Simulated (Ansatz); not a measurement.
SnO (litharge type, space group P4/nmm), map of one atom of the cell

SnO (litharge type, space group P4/nmm)

```
CELL_PARAMETERS angstrom
      3.83618     0.00000     0.00000
      0.00000     3.83618     0.00000
      0.00000     0.00000     4.75736
ATOMIC_POSITIONS crystal
  Sn 0.50000 0.00000 0.24343
  Sn 0.00000 0.50000 0.75657
  O  0.00000 0.00000 0.00000
  O  0.50000 0.50000 0.00000
```

Two-dimensional scan of atom 4 (O, nearest neighbour Sn at 2.241 Å; its periodic images, 3.8 Å or more away, move with it): u runs along (1.000, 0.000, 0.000), v along (0.000, 0.000, 1.000) (Cartesian). Cell and other atoms are fixed.

The numbers are results of PBE-D3(BJ) (plane waves to 420 eV, PAW, scalar-relativistic; Ansatz, a program for electronic structure), not measurements. k mesh 10×10×8 (Γ-centred), Fermi-Dirac smearing 0.05 eV. The energy includes the smearing's −TS. With partly filled bands, energies and forces of such displacements shift with the k mesh and the smearing. At this level the bands of SnO touch or barely overlap; measurements give the solid a gap. SnO was relaxed with its symmetry unable to fall. The PAW data are Ansatz's earlier set. ΔE is measured from the undisplaced structure. Axes are in Å.

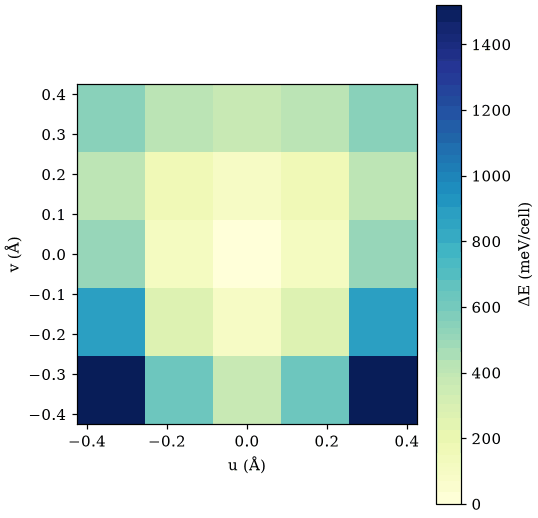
Fig. 1. ΔE (meV/cell) over the 5×5 grid of computed points.

Lowest place on the grid: u = 0.000 Å, v = 0.000 Å (0 meV/cell). Centre of the map: a minimum. Principal force constants in the plane (five-point differences of the forces): 6.7 and 7.6 eV/Å². Highest place on the grid, met at several equal points: u = -0.340 Å, v = -0.340 Å; u = 0.340 Å, v = -0.340 Å (1521 meV/cell).

(For displaced atoms, the force is minus the slope of the energy, and its curvature is a force constant, which sets phonon frequencies.)
